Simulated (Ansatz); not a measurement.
**Nudged elastic band, with input and output: C2H6S2Si (part 2 of 2)**

The same run, continued: C2H6S2Si; RKS PBE/6-31G* (Ansatz 0.2.0). It belongs to a series of runs on one base structure; here: band between the two ends.

Geometry of the input (Å):
```
Si -1.7821  0.7185  1.3819
S  0.3756  0.8569  1.3012
C  0.6136  0.3542  -0.3968
C  1.4732  -0.6337  -0.7220
S  1.9643  -0.9271  -2.4022
H  -2.1859  1.3131  2.6962
H  -2.3880  1.4995  0.2525
H  -2.2621  -0.6994  1.2935
H  0.1047  0.9486  -1.1666
H  1.9758  -1.2234  0.0528
H  2.1762  -2.2643  -2.2699
```

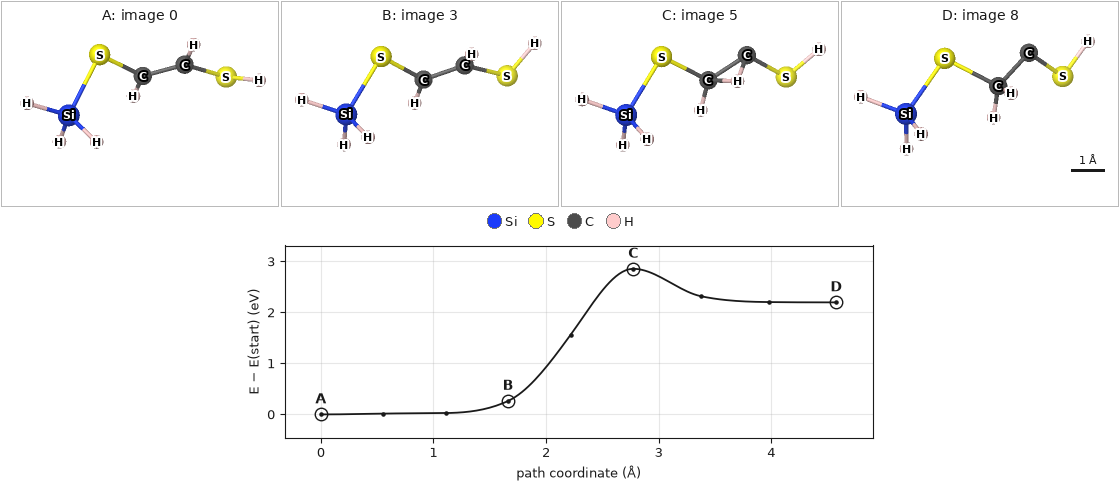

**Figure 1.** Images of the last band (counted from 0; ball-and-stick, seen at a tilt) above the energy along the path; the line is a cubic interpolation that uses the forces. The highest image is number 5, 2.857 eV above the start and 0.659 eV above the end (the climbing image); the end lies 2.198 eV above the start. The path is 4.58 Å long. The band converged in 21 iterations.

```
Total energy: -31698.99567679 eV, -1164.9166047711 hartree
Atom 0 at    -1.718464     0.790013     1.466420 Å, force    -0.002763     0.006103    -0.003996 eV/Å
Atom 1 at     0.440457     0.733391     1.260582 Å, force    -0.001729    -0.000575     0.006488 eV/Å
Atom 2 at     0.589400     0.047012    -0.404628 Å, force    -0.008354    -0.003332    -0.002702 eV/Å
Atom 3 at     1.795120    -0.605188    -0.749722 Å, force     0.007903    -0.009856    -0.005610 eV/Å
Atom 4 at     1.947483    -0.951429    -2.458043 Å, force    -0.002093     0.001955     0.006561 eV/Å
Atom 5 at    -1.970733     1.618602     2.685449 Å, force     0.000902     0.000364     0.000422 eV/Å
Atom 6 at    -2.334358     1.429604     0.256660 Å, force     0.000512    -0.000594    -0.000258 eV/Å
Atom 7 at    -2.315210    -0.574893     1.641241 Å, force     0.000723    -0.004119     0.000848 eV/Å
Atom 8 at    -0.201108     0.397479    -1.103650 Å, force     0.002084     0.001733    -0.001999 eV/Å
Atom 9 at     0.763705    -1.221665    -0.192431 Å, force     0.005584     0.006460     0.002810 eV/Å
Atom 10 at     3.069107    -1.719929    -2.381278 Å, force    -0.002769     0.001860    -0.002564 eV/Å
Dipole moment:    -0.452946    -0.095856    -0.055880 e Å
this run last wrote the band of iteration 21 to [file]
```

### The last band as extended XYZ (Å, eV, eV/Å)
```
11
Properties=species:S:1:pos:R:3:forces:R:3 image=0 energy=-31701.85220
Si   -1.7821    0.7185    1.3819    0.0001   0.0016  -0.0124
S     0.3756    0.8569    1.3012    0.0002  -0.0047   0.0026
C     0.6136    0.3542   -0.3968    0.0025   0.0019  -0.0084
C     1.4732   -0.6337   -0.7220    0.0022   0.0111   0.0083
S     1.9643   -0.9271   -2.4022   -0.0068   0.0026   0.0024
H    -2.1859    1.3131    2.6962    0.0049   0.0003  -0.0023
H    -2.3880    1.4995    0.2525   -0.0034  -0.0016   0.0027
H    -2.2621   -0.6994    1.2935   -0.0010   0.0013   0.0033
H     0.1047    0.9486   -1.1666    0.0071  -0.0146   0.0107
H     1.9758   -1.2234    0.0528   -0.0071   0.0024  -0.0053
H     2.1762   -2.2643   -2.2699    0.0012  -0.0003  -0.0014
11
Properties=species:S:1:pos:R:3:forces:R:3 image=1 energy=-31701.83575
Si   -1.7964    0.7419    1.4126   -0.0019   0.0004  -0.0032
S     0.3632    0.7709    1.3006    0.0015   0.0028  -0.0057
C     0.5747    0.3124   -0.4127   -0.0023   0.0080   0.0181
C     1.4135   -0.6797   -0.7749    0.0073   0.0020  -0.0151
S     1.8135   -1.0230   -2.4709    0.0075   0.0144   0.0048
H    -2.1449    1.3884    2.7184   -0.0016  -0.0060   0.0011
H    -2.3744    1.5329    0.2754   -0.0010  -0.0006   0.0012
H    -2.3645   -0.6453    1.3655    0.0052  -0.0043  -0.0044
H     0.0715    0.9437   -1.1553   -0.0016  -0.0001  -0.0026
H     1.9133   -1.2976   -0.0226    0.0048   0.0087   0.0021
H     2.5959   -2.1017   -2.2156   -0.0179  -0.0253   0.0037
11
Properties=species:S:1:pos:R:3:forces:R:3 image=2 energy=-31701.82542
Si   -1.8007    0.7615    1.4284   -0.0013  -0.0005  -0.0029
S     0.3569    0.7302    1.2920   -0.0031   0.0060   0.0039
C     0.5636    0.2656   -0.4204    0.0132  -0.0014   0.0164
C     1.3672   -0.7576   -0.7765   -0.0041   0.0096  -0.0126
S     1.6643   -1.1911   -2.4735   -0.0255  -0.0154   0.0012
H    -2.1120    1.4984    2.6950   -0.0080  -0.0108   0.0005
H    -2.3717    1.4922    0.2488   -0.0032   0.0046   0.0000
H    -2.4035   -0.6108    1.4814   -0.0008  -0.0036  -0.0124
H     0.0876    0.9127   -1.1664    0.0125   0.0096   0.0017
H     1.8327   -1.3966   -0.0196    0.0298   0.0123   0.0041
H     2.8810   -1.7615   -2.2686   -0.0093  -0.0105   0.0001
11
Properties=species:S:1:pos:R:3:forces:R:3 image=3 energy=-31701.58690
Si   -1.7769    0.7778    1.4653   -0.0502  -0.0235   0.0121
S     0.3638    0.6955    1.2415   -0.0988  -0.0642  -0.0017
C     0.4960    0.2230   -0.4694   -0.1157   0.0504  -0.0144
C     1.3688   -0.7466   -0.8126   -0.4714  -0.1893  -0.1243
S     1.8812   -1.0362   -2.4870   -0.1479  -0.1370  -0.1022
H    -2.0346    1.6248    2.6717   -0.0566  -0.0113   0.0208
H    -2.3672    1.4048    0.2369   -0.0321   0.0113   0.0110
H    -2.3623   -0.5885    1.6496   -0.0901  -0.0002   0.0075
H    -0.0880    0.7822   -1.2028    0.2359   0.5095  -0.0997
H     1.5457   -1.4867   -0.0376    0.9440  -0.1557   0.1143
H     3.0388   -1.7072   -2.2350   -0.1172   0.0101   0.1766
11
Properties=species:S:1:pos:R:3:forces:R:3 image=4 energy=-31700.28807
Si   -1.7407    0.7864    1.4685   -0.0825  -0.0113   0.0443
S     0.4071    0.7153    1.2416   -0.1803  -0.2042  -0.0700
C     0.5475    0.1978   -0.4509   -0.2178   0.8551  -0.2114
C     1.5615   -0.6666   -0.7664   -1.3809  -0.3990  -0.1283
S     1.9347   -0.9769   -2.4671   -0.0973  -0.1198  -0.1006
H    -1.9924    1.6277    2.6776   -0.0546   0.0085   0.0291
H    -2.3471    1.4095    0.2461    0.0021   0.0066  -0.0058
H    -2.3183   -0.5831    1.6530   -0.0620  -0.0058   0.0121
H    -0.1897    0.5682   -1.1612    0.1013   1.0529  -0.3259
H     1.1317   -1.4218   -0.0907    2.0435  -1.1889   0.5310
H     3.0711   -1.7135   -2.3297   -0.0714   0.0058   0.2256
11
Properties=species:S:1:pos:R:3:forces:R:3 image=5 energy=-31698.99564
Si   -1.7185    0.7900    1.4664   -0.0028   0.0061  -0.0040
S     0.4405    0.7334    1.2606   -0.0017  -0.0006   0.0065
C     0.5894    0.0470   -0.4046   -0.0084  -0.0033  -0.0027
C     1.7951   -0.6052   -0.7497    0.0079  -0.0099  -0.0056
S     1.9475   -0.9514   -2.4580   -0.0021   0.0020   0.0066
H    -1.9707    1.6186    2.6854    0.0009   0.0004   0.0004
H    -2.3344    1.4296    0.2567    0.0005  -0.0006  -0.0003
H    -2.3152   -0.5749    1.6412    0.0007  -0.0041   0.0008
H    -0.2011    0.3975   -1.1037    0.0021   0.0017  -0.0020
H     0.7637   -1.2217   -0.1924    0.0056   0.0065   0.0028
H     3.0691   -1.7199   -2.3813   -0.0028   0.0019  -0.0026
11
Properties=species:S:1:pos:R:3:forces:R:3 image=6 energy=-31699.53359
Si   -1.6666    0.8065    1.4612    0.0480   0.0101  -0.0189
S     0.4814    0.8133    1.2200    0.0383   0.0590  -0.0296
C     0.5713   -0.1403   -0.3721   -0.0085  -0.1740   0.0403
C     1.9429   -0.5298   -0.7761    0.1316   0.0544  -0.0198
S     1.9525   -0.9740   -2.4194    0.0142  -0.0192   0.0514
H    -1.9441    1.6325    2.6781    0.0241   0.0052  -0.0056
H    -2.3477    1.4104    0.2650   -0.0019   0.0034   0.0080
H    -2.2369   -0.5727    1.6559    0.0553   0.0146  -0.0102
H    -0.1631    0.2703   -1.1008    0.0515  -0.1093   0.0020
H     0.2983   -1.1936   -0.1255   -0.4564   0.0190   0.0614
H     3.1774   -1.5796   -2.4658    0.1036   0.1367  -0.0791
11
Properties=species:S:1:pos:R:3:forces:R:3 image=7 energy=-31699.64845
Si   -1.6420    0.8646    1.4493    0.0013   0.0087   0.0032
S     0.4847    0.8009    1.1109   -0.0052  -0.0045  -0.0041
C     0.4883   -0.3350   -0.3671    0.0033  -0.0114  -0.0016
C     1.9098   -0.6276   -0.7431   -0.0035  -0.0039   0.0008
S     2.0165   -0.9157   -2.4073    0.0022   0.0047   0.0004
H    -1.8380    1.7361    2.6500    0.0042   0.0048  -0.0005
H    -2.3901    1.4395    0.2791    0.0011   0.0028  -0.0004
H    -2.2012   -0.5054    1.7163    0.0026   0.0031   0.0010
H    -0.2144    0.0500   -1.1370   -0.0003  -0.0099  -0.0009
H     0.1076   -1.3230   -0.0304   -0.0143  -0.0101   0.0044
H     3.3442   -1.2414   -2.5002    0.0087   0.0158  -0.0023
11
Properties=species:S:1:pos:R:3:forces:R:3 image=8 energy=-31699.65438
Si   -1.6361    0.9018    1.4094    0.0026  -0.0032   0.0032
S     0.4904    0.6588    1.1580   -0.0039   0.0016  -0.0001
C     0.4775   -0.5003   -0.3036   -0.0141  -0.0029  -0.0018
C     1.9066   -0.6620   -0.7348    0.0105  -0.0016  -0.0207
S     1.9922   -0.7579   -2.4222    0.0106   0.0019   0.0173
H    -1.7905    1.8636    2.5462   -0.0014  -0.0025  -0.0036
H    -2.2879    1.4597    0.1751    0.0010  -0.0016   0.0040
H    -2.3230   -0.3931    1.7443    0.0016   0.0075  -0.0024
H    -0.2885   -0.1717   -1.0398    0.0017   0.0005   0.0011
H     0.1839   -1.5055    0.0645    0.0015  -0.0001   0.0026
H     3.3409   -0.9504   -2.5765   -0.0100   0.0004   0.0005
```

### Summary

| quantity | value |
| --- | --- |
| outcome | converged |
| barrier, forward | 2.857 eV |
| barrier, backward | 0.659 eV |
| wall time | 9 min (CPU time 17 min) |
| peak memory | 0.16 GiB |

### Notes

The order of the saddle point was not checked.
